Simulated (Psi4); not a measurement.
# One shape, several levels: AlBH2OF2 (SMILES O[B](F)[AlH][F])

Aim: a comparison of 3 runs (BHLYP/6-31G*, M06-2X/6-31G*, wB97X/6-31G*) of AlBH2OF2. 

The results are computed with Psi4 1.11.

### 1 The structure to begin with

AlBH2OF2: 7 atoms, total charge 0, spin state singlet. SMILES: `O[B](F)[AlH][F]`. The Al4–H7 distance was set to 2.844 Å, away from the relaxed value. At this shape a bond of the SMILES string is far longer than usual.

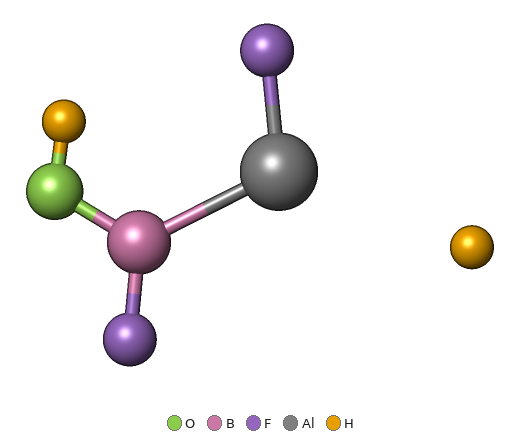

The structure, seen from a chosen angle (oxygen green, boron pink, fluorine purple, aluminium grey, hydrogen amber).

### 2 Energy and forces at BHLYP/6-31G(d) (spherical functions) (run 1)

File albf2h2o.dat:

```
memory 2.2 GB

molecule {
  O      1.00680828     0.25953310     5.65775687
  B      1.10034973    -0.70252647     3.29578819
  F      2.34567924    -2.87419974     3.06032831
  Al    -0.64443440     1.14411390     0.11878063
  F     -2.04509941     3.81146232     0.99618046
  H      0.09558235     1.82573811     5.76358153
  H     -0.94410717    -0.14777658    -5.08959937
  units au
  symmetry c1
  no_reorient
  no_com
}

set {
  basis                6-31G*
  reference            rks
  puream               true
  e_convergence        1e-09
  d_convergence        1e-08
  scf_type             pk
  dft_radial_points    99
  dft_spherical_points 590
}

e, wfn = gradient("bhhlyp", return_wfn=True)
oeprop(wfn, "QUADRUPOLE", "LOWDIN_CHARGES", "MULLIKEN_CHARGES", title="BHHLYP")
```

On the command line:

```console
$ psi4 -n 1 albf2h2o.dat albf2h2o.out
```

albf2h2o.out:

```text
[...]
  Running in c1 symmetry.
[...]
  Nuclear repulsion =  187.017464082916746
[...]
  Multiplicity = 1
[...]
  Nalpha       = 23
  Nbeta        = 23
[...]
    Number of basis functions: 78
[...]
   @RKS iter   1:  -543.13487129608029   -9.51043e-01   8.51874e-03 DIIS/ADIIS
[...]
   @RKS iter  12:  -543.29409665746175   -3.41061e-12   2.97076e-09 DIIS
[...]
  @RKS Final Energy:  -543.29409665746175
   => Energetics <=
    Nuclear Repulsion Energy =            187.0174640829167458
    One-Electron Energy =               -1125.8288531178855010
    Two-Electron Energy =                 422.8683057021173113
    DFT Exchange-Correlation Energy =     -27.3510133246102782
    Empirical Dispersion Energy =           0.0000000000000000
    VV10 Nonlocal Energy =                  0.0000000000000000
    Total Energy =                       -543.2940966574617505
[...]
  -Total Gradient:
     Atom            X                  Y                   Z
    ------   -----------------  -----------------  -----------------
       1        0.004250481781    -0.002959214758     0.012253601039
       2       -0.009436749345     0.012227712521    -0.010796038453
       3        0.006636032066    -0.010369838237     0.002314006727
       4        0.006473822099     0.002478554106     0.038969244213
       5       -0.003612085218     0.007767961807     0.004757305140
       6       -0.001637356121     0.002314153814    -0.001212311924
       7       -0.002686368893    -0.011424542325    -0.046251382713
[...]
 Multipole Moments:
 ------------------------------------------------------------------------------------
     Multipole            Electronic (a.u.)      Nuclear  (a.u.)        Total (a.u.)
 ------------------------------------------------------------------------------------
 L = 1.  Multiply by 2.5417464519 to convert [e a0] to [Debye]
 Dipole X            :         -7.0825662            7.0352613           -0.0473049
 Dipole Y            :        -23.1541067           23.5504379            0.3963312
 Dipole Z            :        -99.5382837          100.4677052            0.9294215
 Magnitude           :                                                    1.0115041
 L = 2.  Multiply by 1.3450342976 to convert [e a0^2] to [Debye ang]
 Quadrupole XX       :       -133.2249228          107.6242536          -25.6006692
 Quadrupole XY       :        145.7916295         -141.8766108            3.9150187
[...]
```

Run time: 11 s. Hardware: 1 thread of Intel Xeon 6975P-C (Granite Rapids), shared host; peak memory 0.95 GiB.

### 3 Energy and forces at M06-2X/6-31G(d) (spherical functions) (run 2)

File job.inp:

```
memory 2.2 GB

molecule {
  O
  B 1 1.350512
  F 2 1.330589 1 115.49284
  Al 2 2.152635 3 122.09777 1 -179.99289
  F 4 1.660507 2 111.03628 3 -179.84343
  H 1 0.960501 2 113.4307 3 -179.99672
  H 4 2.8441 5 116.76961 6 179.90713
  symmetry c1
  no_reorient
  no_com
}

set {
  basis 6-31G*
  puream true
  e_convergence 1e-09
  d_convergence 1e-08
  scf_type pk
  dft_radial_points 99
  dft_spherical_points 590
}

e, wfn = gradient('m06-2x', return_wfn=True)
oeprop(wfn, 'MULLIKEN_CHARGES', 'LOWDIN_CHARGES', 'WIBERG_LOWDIN_INDICES', title='M06-2X')
```

On the command line:

```console
$ psi4 job.inp job.out -n 1
```

job.out:

```text
[...]
  Running in c1 symmetry.
[...]
  Nuclear repulsion =  187.017462709204466
[...]
  Multiplicity = 1
[...]
  Nalpha       = 23
  Nbeta        = 23
[...]
    Number of basis functions: 78
[...]
   @RKS iter   1:  -543.14217104736281   -9.26264e-01   7.90729e-03 DIIS/ADIIS
[...]
   @RKS iter  12:  -543.28297625626533   -8.07177e-12   4.21568e-09 DIIS
[...]
  @RKS Final Energy:  -543.28297625626533
   => Energetics <=
    Nuclear Repulsion Energy =            187.0174627092044659
    One-Electron Energy =               -1125.6843949430117391
    Two-Electron Energy =                 420.6596598558318192
    DFT Exchange-Correlation Energy =     -25.2757038782899031
    Empirical Dispersion Energy =           0.0000000000000000
    VV10 Nonlocal Energy =                  0.0000000000000000
    Total Energy =                       -543.2829762562653286
[...]
 Multipole Moments:
 ------------------------------------------------------------------------------------
     Multipole            Electronic (a.u.)      Nuclear  (a.u.)        Total (a.u.)
 ------------------------------------------------------------------------------------
 L = 1.  Multiply by 2.5417464519 to convert [e a0] to [Debye]
 Dipole X            :         -0.0076278            0.0075957           -0.0000321
 Dipole Y            :         -1.2293956            1.2513833            0.0219877
 Dipole Z            :         -1.8125145            0.8305954           -0.9819191
 Magnitude           :                                                    0.9821652
[...]
  -Total Gradient:
     Atom            X                  Y                   Z
    ------   -----------------  -----------------  -----------------
       1       -0.000000448932    -0.000249511430    -0.005821957979
       2       -0.000027680804     0.012617596275     0.000953251252
       3        0.000008798761    -0.006029432118    -0.001447375257
       4       -0.000046091115    -0.011226311197    -0.038698391284
       5       -0.000019337415     0.003152622026    -0.004376559180
       6        0.000010556348    -0.005995418887     0.003862676228
       7        0.000085058885     0.007933643752     0.045665305333
[...]
```

Run time: 20 s. Hardware: 1 thread of Intel Xeon 6975P-C (Granite Rapids), shared host; peak memory 1.1 GiB.

### 4 Energy and gradient at wB97X/6-31G(d) (spherical functions) (run 3)

File calc.py:

```python
import psi4

psi4.set_memory(2200000000)
psi4.set_num_threads(1)
psi4.set_output_file('albf2h2o.out', False)

m = psi4.geometry("""
O      0.532780     0.137339     2.993956
B      0.582280    -0.371761     1.744056
F      1.241280    -1.520961     1.619456
Al    -0.341020     0.605439     0.062856
F     -1.082220     2.016939     0.527156
H      0.050580     0.966139     3.049956
H     -0.499600    -0.078200    -2.693300
symmetry c1
""")

options = {'basis': '6-31G*', 'puream': True, 'e_convergence': 1e-09, 'd_convergence': 1e-08, 'scf_type': 'pk', 'dft_radial_points': 99, 'dft_spherical_points': 590}
psi4.set_options(options)

e, wfn = psi4.gradient('wb97x', molecule=m, return_wfn=True)
psi4.oeprop(wfn, 'WIBERG_LOWDIN_INDICES', 'MAYER_INDICES', 'LOWDIN_CHARGES', title='WB97X')
print('gradient / Eh bohr^-1')
print(e.np.round(6))
print(f'energy = {wfn.energy():.10f} Eh')
```

On the command line:

```console
$ python calc.py
```

albf2h2o.out:

```text
[...]
  Running in c1 symmetry.
[...]
  Nuclear repulsion =  187.017463964576166
[...]
  Multiplicity = 1
[...]
  Nalpha       = 23
  Nbeta        = 23
[...]
    Number of basis functions: 78
[...]
   @RKS iter   1:  -543.16430789665742   -1.07908e+00   8.77620e-03 DIIS/ADIIS
[...]
   @RKS iter  12:  -543.33635786190280   -9.66338e-12   6.86473e-09 DIIS
[...]
  @RKS Final Energy:  -543.33635786190280
   => Energetics <=
    Nuclear Repulsion Energy =            187.0174639645761658
    One-Electron Energy =               -1125.5511359660731614
    Two-Electron Energy =                 433.8724631081017833
    DFT Exchange-Correlation Energy =     -38.6751489685075853
    Empirical Dispersion Energy =           0.0000000000000000
    VV10 Nonlocal Energy =                  0.0000000000000000
    Total Energy =                       -543.3363578619027976
[...]
 Multipole Moments:
 ------------------------------------------------------------------------------------
     Multipole            Electronic (a.u.)      Nuclear  (a.u.)        Total (a.u.)
 ------------------------------------------------------------------------------------
 L = 1.  Multiply by 2.5417464519 to convert [e a0] to [Debye]
 Dipole X            :          0.5988165           -0.6407377           -0.0419212
 Dipole Y            :         -0.2341002            0.6555004            0.4214002
 Dipole Z            :          2.2180440           -1.1898240            1.0282200
 Magnitude           :                                                    1.1120126
[...]
  -Total Gradient:
     Atom            X                  Y                   Z
    ------   -----------------  -----------------  -----------------
       1        0.000712093870    -0.000348984073     0.002487011564
       2       -0.003939525333     0.006105242558    -0.001685214168
       3        0.000663876618     0.000055281125     0.003478433559
       4        0.003437877882     0.008536694919     0.041668261356
       5       -0.000373605650     0.001796112191     0.003286351525
       6        0.002333161252    -0.004311554358    -0.001093103791
       7       -0.002821580572    -0.011892039801    -0.048266191310
[...]
```

On the terminal:

```text
gradient / Eh bohr^-1
[[ 7.1200e-04 -3.4900e-04  2.4870e-03]
 [-3.9400e-03  6.1050e-03 -1.6850e-03]
 [ 6.6400e-04  5.5000e-05  3.4780e-03]
 [ 3.4380e-03  8.5370e-03  4.1668e-02]
 [-3.7400e-04  1.7960e-03  3.2860e-03]
 [ 2.3330e-03 -4.3120e-03 -1.0930e-03]
 [-2.8220e-03 -1.1892e-02 -4.8266e-02]]
energy = -543.3363578619 Eh
```

Wall time 14 s (1 thread of Intel Xeon 6975P-C (Granite Rapids), shared host); peak memory 0.98 GiB.

### 5 The series

```csv
run,level,energy (Eh),dipole moment (D),HOMO energy (eV),LUMO energy (eV),wall time
1,BHLYP/6-31G* (spherical functions),-543.294097,2.57,-7.40,-1.72,11 s
2,M06-2X/6-31G* (spherical functions),-543.282976,2.50,-7.36,-1.74,20 s
3,wB97X/6-31G* (spherical functions),-543.336358,2.83,-8.62,-0.48,14 s
```

### 6 What came out

```
                       quantity          value
            run 3: total energy  -543.33636 Eh
           run 3: dipole moment         2.83 D
             run 3: HOMO energy       -8.62 eV
             run 3: LUMO energy       -0.48 eV
           run 3: HOMO–LUMO gap        8.14 eV
run 3: largest force on an atom     2.560 eV/Å
```

What this shows: The dipole moment (its size) runs from 2.50 D (M06-2X/6-31G*) to 2.83 D (wB97X/6-31G*). The HOMO–LUMO gap runs from 5.62 eV (M06-2X/6-31G*) to 8.14 eV (wB97X/6-31G*). Totals of different functionals can't be ranked against each other. All runs together took 44 s, the longest 20 s.
